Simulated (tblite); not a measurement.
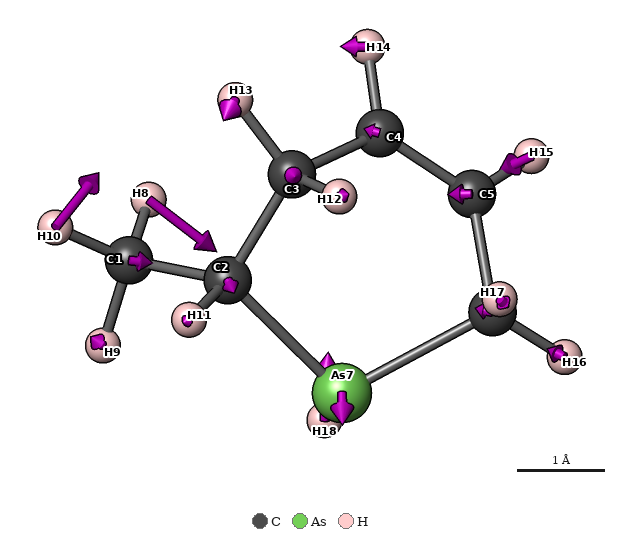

This is a relaxation of C6H11As. The starting structure is drawn; purple arrows show the displacements, magnified 2 times. The two geometries are superimposed by the best rigid fit.

Style: ball-and-stick. Shown at a tilt.

Level of theory: GFN2-xTB geometry optimisation, gas phase (tblite). 

**Which element moves most?**

Hydrogen: up to 0.51 Å, against 0.22 Å for arsenic.

**Describe the change and its energy.**

The largest move after the best rigid fit is that of an H atom, 0.51 Å. Largest moves by element: H 0.51 Å, As 0.22 Å, C 0.15 Å. Near-neighbour distances that change, for instance: As–H 1.588 → 1.511 Å, C–C 1.483 → 1.541 Å, C–H 1.137 → 1.098 Å, As–C 1.967 → 2.005 Å. Bond angles that change, for instance: C–As–H 111.5° → 94.9°, C–As–H 109.2° → 92.8°, H–C–H 115.8° → 107.9°. Over 78 geometry steps the energy falls by 20.2 kcal/mol.
